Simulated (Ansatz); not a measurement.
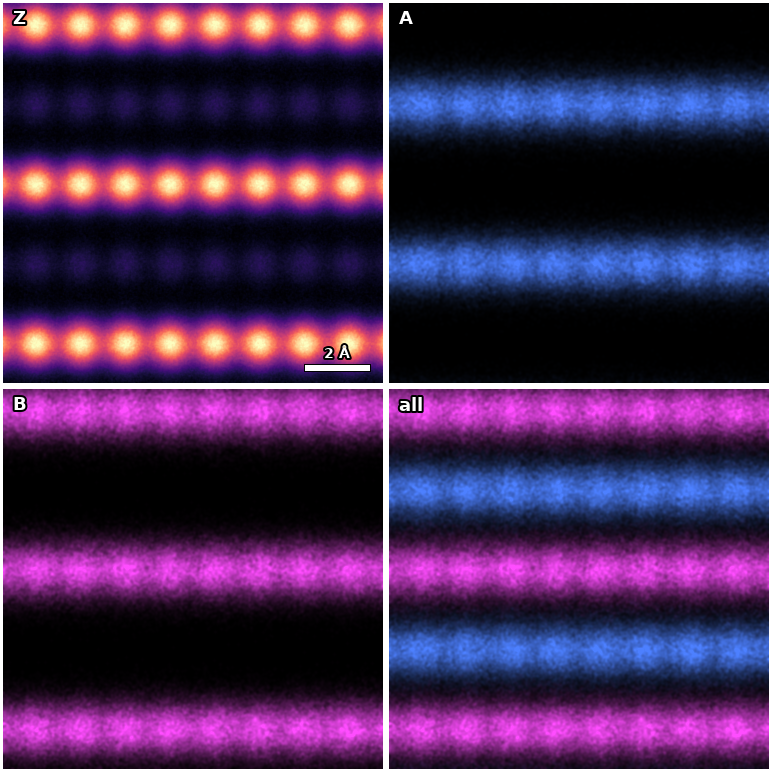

NaRh (Cmmm, No. 65) along [010]. Panel Z: Simulated incoherent Z contrast: every atom adds Z^1.6 spread by a probe of 1.02 Å full width; channelling and multiple scattering are left out. The probe carries 15 % of its weight in a tail 2.5 times as wide. The display is stretched by a gamma of 0.8; percentages refer to the linear signal. Shot noise was added. The other panels are simulated element maps (the number of atoms of one element along the beam, blurred by 1.3 Å, with counting noise; each on its own scale, no channelling); the last overlays them. Atomic positions: the end point of a relaxation with DFT PBE, scalar-relativistic, plane waves, PAW in Ansatz 0.2.0; the starting structure was generated, so it need not be a known form of this composition.

```yaml
crystal:
  lattice:
    - [2.82689, 0.00000, 0.00000]
    - [0.00000, 4.67437, 0.00000]
    - [0.00000, 0.00000, 5.03413]
  atoms:
    - { symbol: Na, position: [0.50000, 0.00000, 0.50000] }
    - { symbol: Rh, position: [0.00000, 0.00000, 0.00000] }
    - { symbol: Na, position: [0.00000, 0.50000, 0.50000] }
    - { symbol: Rh, position: [0.50000, 0.50000, 0.00000] }
```

Question: Which element does each lettered map show?

Answer: A: Na, B: Rh. The projected cell (1.41 × 5.03 Å, 90°) holds 2 columns: 1 of Na and 1 of Rh. No column is shared by two of the mapped elements.
